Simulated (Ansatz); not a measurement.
# FH$_{3}$Si: what the fields show

Input

```
crystal:
  periodic: [false, false, false]
  atoms:
    - { symbol: Si, position_ang: [0.201316, 0.0, 0.090302] }
    - { symbol: F, position_ang: [0.496434, 0.0, 1.671126] }
    - { symbol: H, position_ang: [1.635191, 0.0, -0.180343] }
    - { symbol: H, position_ang: [-0.544921, 1.226483, -0.350692] }
    - { symbol: H, position_ang: [-0.544921, -1.226483, -0.350692] }
basis:
  gaussian: { orbitals: def2-SVP }
hamiltonian:
  xc: revpbe
  dispersion: d4
relax:
  f_tol: 0.03
  max_steps: 50
output:
  orbitals: {}
```

Run with:

```sh
ansatz run input.yaml --threads 1 --pin off --max-ram 2048MiB --backend cpu --events-out ev --progress --plain --runs-dir out
```

The fields are those of the run's last geometry, not of the input's.

All numbers below come from RKS revPBE-D4/def2-SVP in Ansatz.

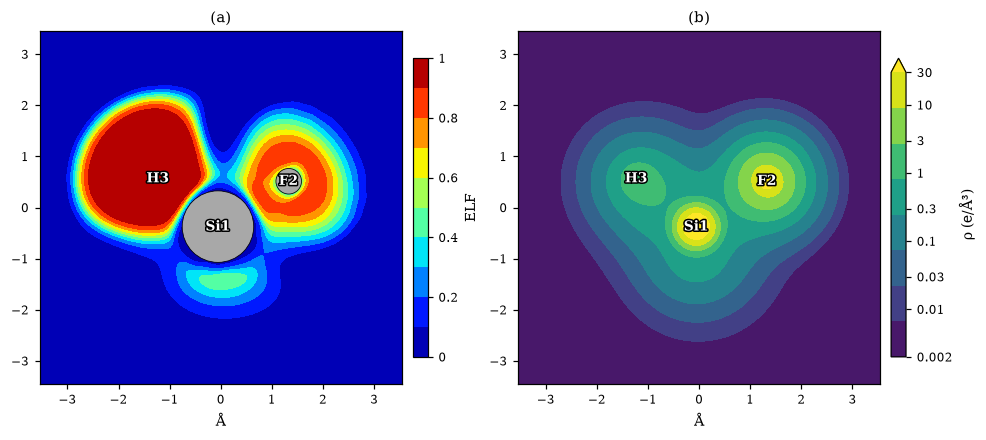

Figure 1. (a) electron localisation function; (b) total electron density on the plane of atoms F2, Si1 and H3. Grey discs cover the atomic cores in the ELF map.

### Describe what can be read from this map.

Atoms in the plane: Si, F and H.
Si–F (1.64 Å): the density is about 0.96 e/Å³ at the midpoint; the ELF peaks at about 0.85 in the valence shell of F, 0.7 Å from its nucleus, and is about 0.45 at the midpoint.
Si–H (1.50 Å): ρ at the midpoint is about 0.77 e/Å³; the ELF climbs to about 1 towards the hydrogen, as it does in any bond to H.
The ELF also peaks beside F2, away from the bonds: lone-pair regions.

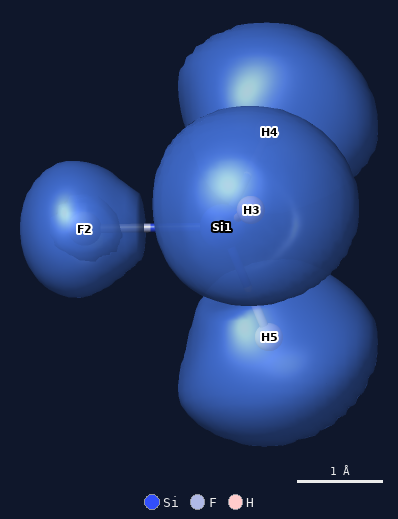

Figure 2. Isosurface of the ELF at 0.75 (blue), seen at a tilt. Only the valence region is drawn (cores and ρ < 0.01 e/Å³ removed).

### Where are the electrons localised?

At this value the surface marks out three regions around hydrogen nuclei and one region wrapped around F (its lone pairs, merged into a ring or cap).

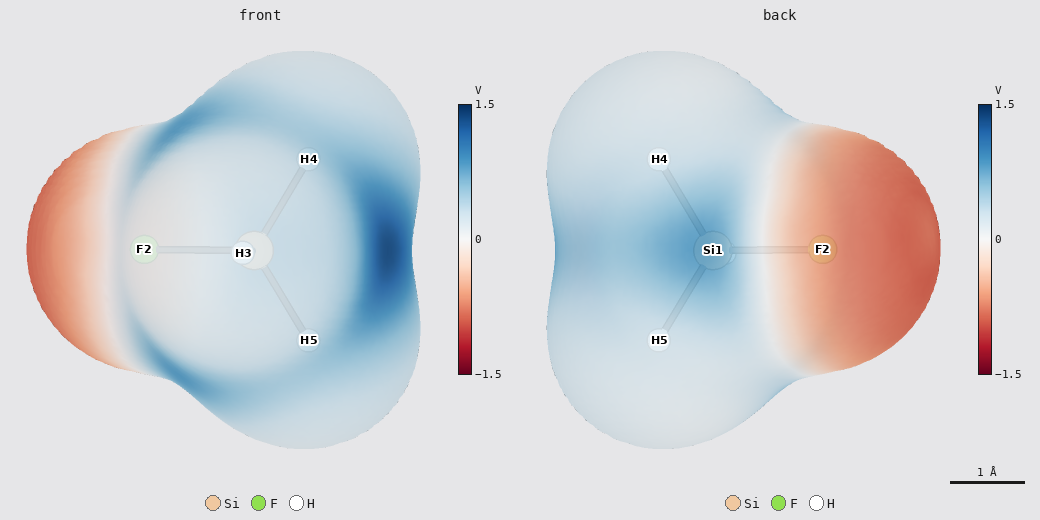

Figure 3. The molecular electrostatic potential painted on the density surface at 0.001 e/bohr³, seen from the front and from behind; red is negative and blue positive.

### Where is the surface potential most negative and most positive?

The most negative region (about −0.9 V) lies over F2, the most positive (about +1.3 V) over Si1.
